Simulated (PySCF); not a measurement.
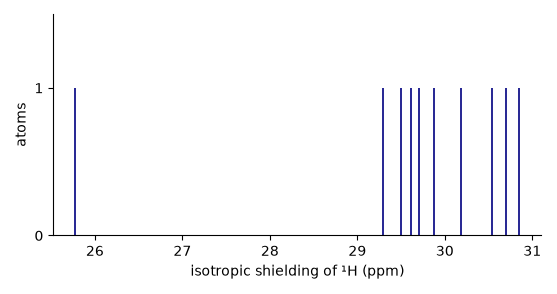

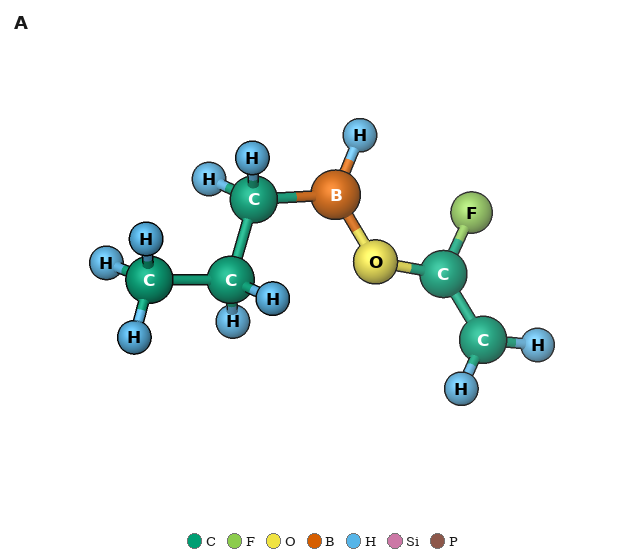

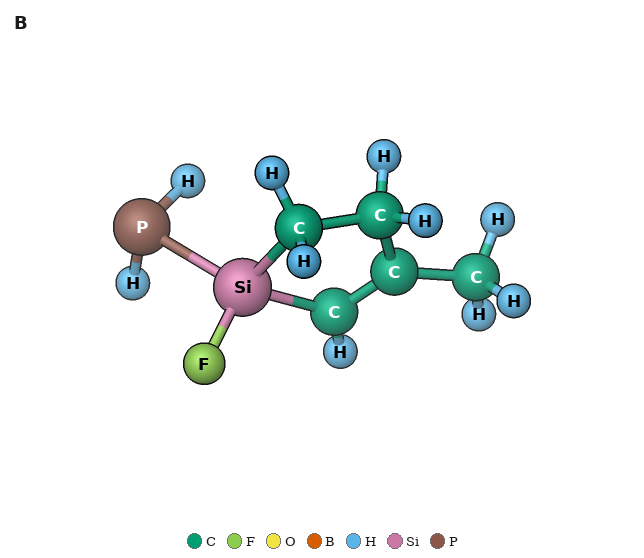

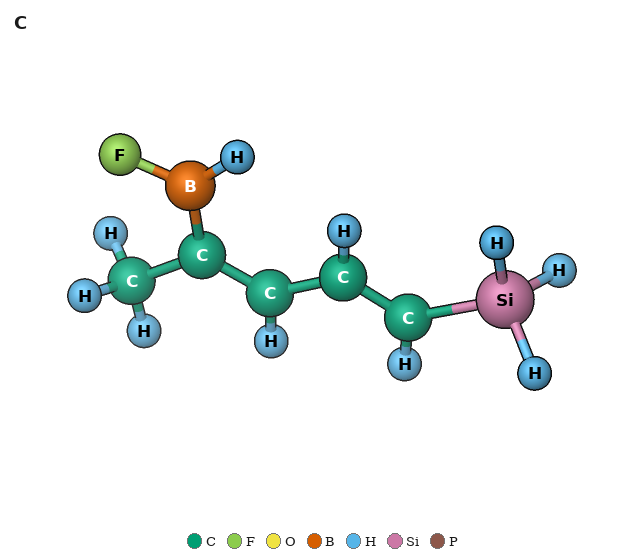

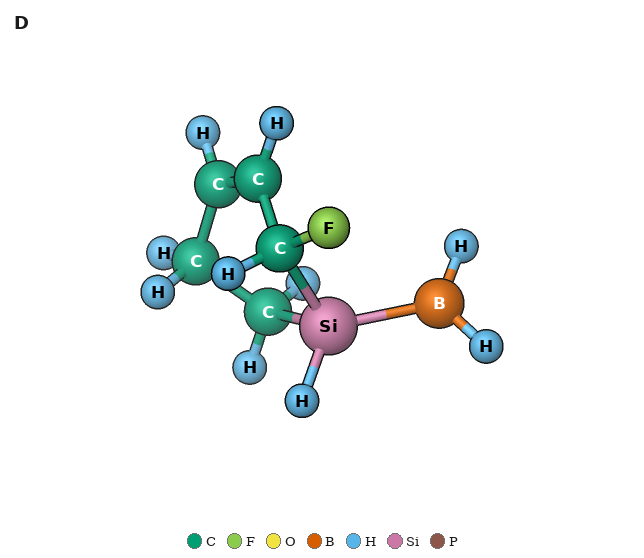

The sticks are computed shieldings of one of the molecules, for one fixed geometry (GFN2-xTB) without averaging over rotations. Low shielding means a high chemical shift. Method: GIAO PBE0/pcSseg-1 NMR shielding, non-relativistic, gas phase (PySCF 2.14.0).

### Match the spectrum to a structure.

B, `CC1=C[Si@](F)(P)CC1`. Its 10 H atoms give lines at 25.78, 29.30, 29.50, 29.62, 29.71, 29.88, 30.18, 30.54, 30.70, 30.85 ppm.

The geometry is semi-empirical. Around B, P, Si such bond lengths and angles can be off by a tenth of an ångström or more and by several degrees, and values that hang on the shape move with them.
